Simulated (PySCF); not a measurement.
# C₃H₇BrSi: geometry, electronic excitations

What electronic excitations should C₃H₇BrSi (`Br[SiH2]C1CC1`) show?

The runs use PySCF 2.14.0, with density-fitted response routines of our own; the level of theory stands in each step. All values are computed, except where a source is named. Atoms are numbered from 0 throughout.

### Step 1. The molecule as given

12 atoms, charge 0, multiplicity 1; geometry from: GFN2-xTB. The atoms were then displaced at random by about 0.01 Å, so the start is not that level's minimum.

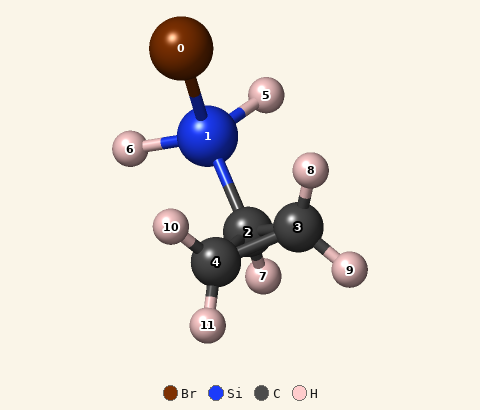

The starting geometry (bromine brown, silicon blue, carbon dark grey, hydrogen pink), atoms numbered; sticks join atoms by distance.

### Step 2. Optimising the geometry at PBE0-D3(BJ)/def2-SVP

The job: settings as JSON, then the geometry in Å.

```
{"job": {"xc": "PBE0", "basis": "def2-SVP", "d3": "d3bj", "grid": 1, "shake": 0.01, "kind": "geom"}, "charge": 0, "multiplicity": 1}
Br     1.896190     0.856880     1.777970
Si     1.675230    -0.033670    -0.244260
C     -0.164530    -0.286030    -0.596260
C     -1.078400    -0.634960     0.507590
C     -1.173900     0.706020    -0.128690
H      2.410340    -1.280250    -0.162540
H      2.291990     0.932270    -1.154400
H     -0.335070    -0.734950    -1.554850
H     -0.746000    -0.702910     1.544480
H     -1.896930    -1.349660     0.297280
H     -0.850570     1.556150     0.476290
H     -1.988670     0.942830    -0.771630
```

Launch:

```sh
OMP_NUM_THREADS=1 python probes_run.py task.json out
```

This one command runs all jobs of the session in turn.

Output:

```text
step   0  E = -2981.15441537  max force = 0.034816
step   1  E = -2981.15879332  max force = 0.004756
step   2  E = -2981.15892035  max force = 0.000952
step   3  E = -2981.15893753  max force = 0.000598
step   4  E = -2981.15894086  max force = 0.000191
optimisation converged
```

Run time: 35 s. Hardware: 1 thread of Arm Neoverse V1, shared host; peak memory 0.49 GiB.

Step by step:

```tsv
step	energy from step 0 (eV)	largest force component (eV/Å)
0	0.0000	1.7903
1	-0.1191	0.2446
2	-0.1226	0.0490
3	-0.1231	0.0308
4	-0.1231	0.0098
```

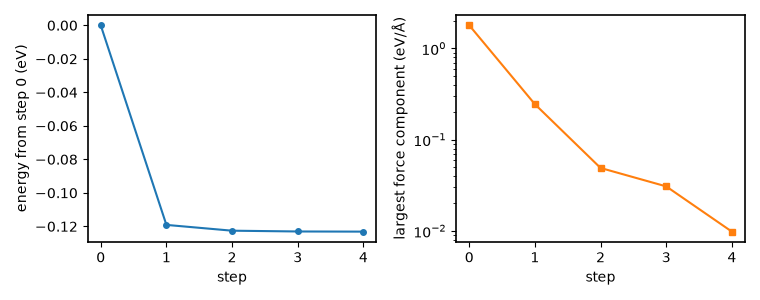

Energy and force, step by step.

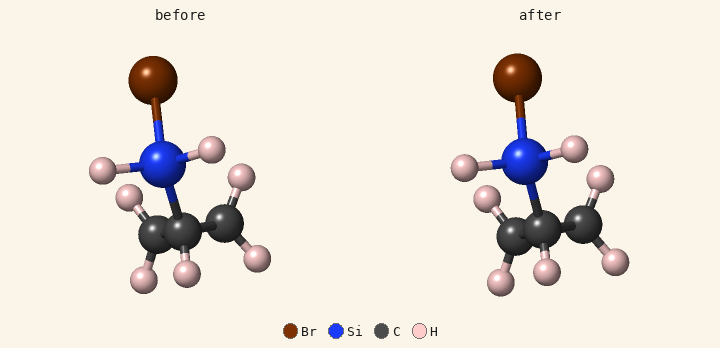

The geometry before (left) and after (right).

Close pairs (by a distance rule), those that changed most:

```tsv
bond	before (Å)	after (Å)	change (Å)
Si1–H5	1.449	1.491	+0.042
C2–C3	1.475	1.509	+0.035
Si1–C2	1.890	1.857	-0.033
C4–H11	1.065	1.093	+0.028
Si1–H6	1.463	1.491	+0.028
C2–H7	1.072	1.098	+0.025
Br0–Si1	2.221	2.240	+0.019
C2–C4	1.491	1.509	+0.019
```

The final coordinates are the input of the step that follows.

```tsv
at the end point	value
point group (found at 0.08 Å tolerance)	Cs
rotational constants (GHz, main isotopes)	4.570, 1.439, 1.214
dipole moment (D)	2.00
```

### Step 3. Ultraviolet spectrum: PBE0/aug-cc-pVDZ

The job: settings as JSON, then the geometry in Å.

```
{"job": {"kind": "uv", "xc": "PBE0", "basis": "aug-cc-pVDZ"}, "charge": 0, "multiplicity": 1}
Br     1.660060     1.827693     2.180932
Si     1.500273     0.895938     0.150707
C     -0.293364     0.585948    -0.219198
C     -1.267659     0.164591     0.853963
C     -1.379537     1.523226     0.249438
H      2.294231    -0.365913     0.182535
H      2.117208     1.843883    -0.821304
H     -0.453230     0.133488    -1.206241
H     -0.901970     0.094019     1.883119
H     -2.012820    -0.589499     0.587372
H     -1.089205     2.379555     0.866136
H     -2.203034     1.723199    -0.440860
```

Level: TDDFT PBE0/aug-cc-pVDZ, vertical, gas phase, core orbitals frozen in the response.

Output:

```text
coarse grid: 46592 points
cycle   1  E = -2981.5903203643  dE = -5.485e-01  |g| = 3.136e-01  |ddm| = 8.397e+00
cycle   2  E = -2981.5805711298  dE =  9.749e-03  |g| = 3.714e-01  |ddm| = 1.983e+00
cycle   3  E = -2981.6190914891  dE = -3.852e-02  |g| = 2.885e-02  |ddm| = 9.617e-01
cycle   4  E = -2981.6192881656  dE = -1.967e-04  |g| = 1.126e-02  |ddm| = 1.082e-01
cycle   5  E = -2981.6193226662  dE = -3.450e-05  |g| = 3.396e-03  |ddm| = 3.448e-02
cycle   6  E = -2981.6193260431  dE = -3.377e-06  |g| = 9.157e-04  |ddm| = 9.805e-03
final grid: 96232 points
cycle   7  E = -2981.6193302035  dE =  9.179e-08  |g| = 1.200e-03  |ddm| = 1.458e-02
cycle   8  E = -2981.6193298333  dE =  3.703e-07  |g| = 1.669e-03  |ddm| = 5.600e-03
cycle   9  E = -2981.6193306184  dE = -7.851e-07  |g| = 7.239e-05  |ddm| = 3.219e-03
cycle  10  E = -2981.6193306200  dE = -1.593e-09  |g| = 1.088e-05  |ddm| = 1.868e-04
cycle  11  E = -2981.6193306200  dE = -4.184e-11  |g| = 3.335e-06  |ddm| = 3.811e-05
converged SCF energy = -2981.6193306200

Static polarisability (au): isotropic 82.010, principal 72.201 83.603 90.227

Singlet excitations
state   eV       nm        f      main configurations
  1   6.5084    190.5   0.01607   H->L 0.95
  2   6.6084    187.6   0.01555   H-1->L 0.94
  3   7.1860    172.5   0.00796   H-2->L 0.94
  4   7.2407    171.2   0.00333   H->L+1 0.83
  5   7.2770    170.4   0.02262   H-3->L 0.85, H-1->L+1 0.09
  6   7.2857    170.2   0.01029   H-1->L+1 0.80, H-3->L 0.08
  7   7.5629    163.9   0.00208   H-2->L+1 0.50, H->L+2 0.45
  8   7.6220    162.7   0.00696   H-1->L+2 0.52, H-3->L+1 0.41
  9   7.6774    161.5   0.00137   H->L+4 0.48, H->L+5 0.19, H-2->L+1 0.12
 10   7.8079    158.8   0.00657   H->L+2 0.29, H-2->L+1 0.27, H-1->L+3 0.12

Triplet excitations (Tamm-Dancoff, eV): 6.1384 6.2617 7.0036 7.0188
```

Wall time 37 s (1 thread of Arm Neoverse V1, shared host); peak memory 0.87 GiB.

Frontier orbitals and where they lie:

```tsv
orbital	eV	atoms
HOMO−3	-8.74	Br0 29 %, C4 24 %, C3 22 %
HOMO−2	-8.72	C2 32 %, Br0 19 %, C3 17 %
HOMO−1	-8.25	Br0 54 %, C2 13 %, Si1 10 %
HOMO	-8.19	Br0 63 %, Si1 13 %, H6 6 %
LUMO	-0.35	Si1 47 %, Br0 23 %, C2 8 %
LUMO+1	-0.07	H7 21 %, H9 15 %, H11 15 %
LUMO+2	0.40	Si1 24 %, H5 18 %, H6 18 %
```

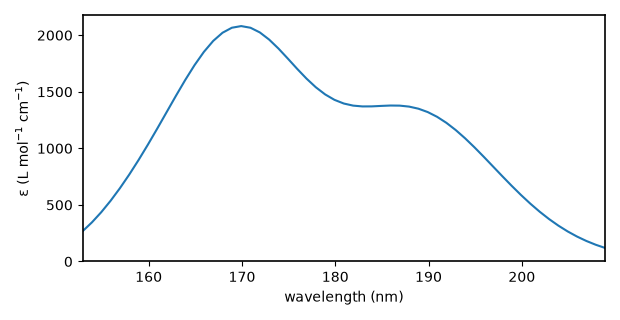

Absorption spectrum: each of the 10 states is a Gaussian band of 0.4 eV half-width at 1/e. Beyond the last state computed it falls off for lack of states.

Further results of this job:

```tsv
property	computed
dipole moment (D)	2.08
polarisability (Å³)	12.15
HOMO–LUMO gap (eV)	7.84
−ε(HOMO) (eV)	8.19
```

### Step 4. Excited states and response: PBE0/def2-TZVPD

The job, as its differences from that of step 3:

```diff
@@ -1,2 +1,2 @@
-{"job": {"kind": "uv", "xc": "PBE0", "basis": "aug-cc-pVDZ"}, "charge": 0, "multiplicity": 1}
+{"job": {"kind": "uv", "xc": "PBE0", "basis": "def2-TZVPD"}, "charge": 0, "multiplicity": 1}
 Br     1.660060     1.827693     2.180932
```

Method: TDDFT PBE0/def2-TZVPD, vertical, gas phase, core orbitals frozen in the response.

Output:

```text
coarse grid: 46592 points
cycle   1  E = -2981.6561817472  dE = -6.088e-01  |g| = 4.106e-01  |ddm| = 3.304e+00
cycle   2  E = -2981.6474647728  dE =  8.717e-03  |g| = 4.121e-01  |ddm| = 1.298e+00
cycle   3  E = -2981.6867727455  dE = -3.931e-02  |g| = 7.624e-02  |ddm| = 6.434e-01
cycle   4  E = -2981.6880277022  dE = -1.255e-03  |g| = 9.553e-03  |ddm| = 1.064e-01
cycle   5  E = -2981.6880398453  dE = -1.214e-05  |g| = 5.187e-03  |ddm| = 1.846e-02
cycle   6  E = -2981.6880476483  dE = -7.803e-06  |g| = 1.034e-03  |ddm| = 6.808e-03
final grid: 96232 points
cycle   7  E = -2981.6880499245  dE =  6.743e-08  |g| = 1.327e-03  |ddm| = 1.628e-02
cycle   8  E = -2981.6880495449  dE =  3.796e-07  |g| = 1.811e-03  |ddm| = 3.106e-03
cycle   9  E = -2981.6880503199  dE = -7.750e-07  |g| = 8.292e-05  |ddm| = 1.741e-03
cycle  10  E = -2981.6880503213  dE = -1.420e-09  |g| = 1.291e-05  |ddm| = 1.141e-04
cycle  11  E = -2981.6880503213  dE = -4.820e-11  |g| = 4.391e-06  |ddm| = 3.084e-05
converged SCF energy = -2981.6880503213

Static polarisability (au): isotropic 82.286, principal 72.512 83.920 90.426

Singlet excitations
state   eV       nm        f      main configurations
  1   6.5773    188.5   0.01490   H->L 0.97
  2   6.6697    185.9   0.01393   H-1->L 0.96
  3   7.2517    171.0   0.00941   H-2->L 0.96
  4   7.3291    169.2   0.02202   H-3->L 0.94
  5   7.4728    165.9   0.00094   H->L+1 0.87, H->L+4 0.08
  6   7.5396    164.4   0.01913   H-1->L+1 0.92
  7   7.7488    160.0   0.00001   H->L+2 0.76, H->L+4 0.15
  8   7.8495    158.0   0.00674   H-2->L+1 0.65, H->L+4 0.24
  9   7.8606    157.7   0.00459   H-3->L+1 0.46, H-1->L+2 0.33, H-1->L+4 0.17
 10   7.9517    155.9   0.02749   H-1->L+2 0.44, H-1->L+4 0.41

Triplet excitations (Tamm-Dancoff, eV): 6.2067 6.3253 7.0306 7.0717
```

It took 64 s on 1 thread of Arm Neoverse V1, shared host; peak memory 1.1 GiB.

Key values: HOMO -8.22 eV, LUMO -0.28 eV; lowest singlet 6.58 eV.

### Step 5. Side by side: electronic excitations

Excitations and ground-state properties, with basis size and wall time:

```tsv
run	lowest singlet (eV)	brightest (eV)	f	gap (eV)	α (Å³)	μ (D)	functions	time
PBE0/aug-cc-pVDZ	6.51	7.28	0.023	7.84	12.15	2.08	195	37 s
PBE0/def2-TZVPD	6.58	7.95	0.027	7.94	12.19	2.02	274	64 s
```

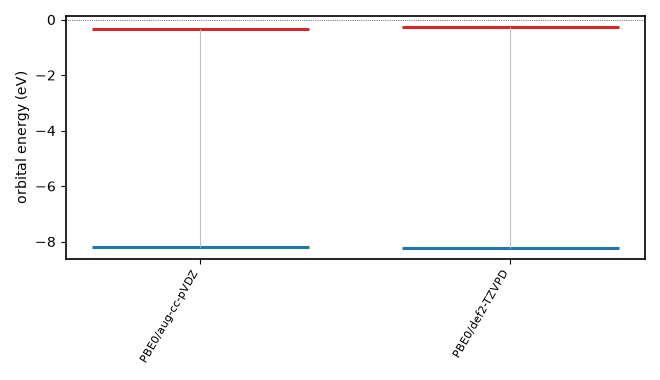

HOMO (blue) and LUMO (red) run by run.

### Step 6. Summary of results

| quantity | value |
| --- | --- |
| point group | Cs |
| rotational constants (main isotopes) | 4.57, 1.44, 1.21 GHz |
| lowest singlet (PBE0/aug-cc-pVDZ) | 6.51 eV (190 nm), f = 0.016 |
| brightest single state of those computed | state 5, 7.28 eV, f = 0.023 |
| lowest triplet | 6.14 eV |
| range of the lowest singlet | 6.51 to 6.58 eV |

Over 4 steps the energy fell by 0.123 eV; of the close pairs, Si1–H5 changed most, 1.449 to 1.491 Å. No frequency check was run at this level, so the end point may be a saddle. The first singlet state (HOMO→LUMO 0.95) lies at 6.51 eV and is weak; of the 10 states computed, the strongest absorption comes from states 5 to 6 together at 7.28 eV. The lowest triplet lies 0.37 eV below the lowest singlet (triplets in Tamm-Dancoff, singlets in full TDDFT). The lowest singlet runs from 6.51 eV (PBE0/aug-cc-pVDZ) to 6.58 eV (PBE0/def2-TZVPD), while the orbital gap spans 7.84 to 7.94 eV. The lowest state need not be the same one in every run.
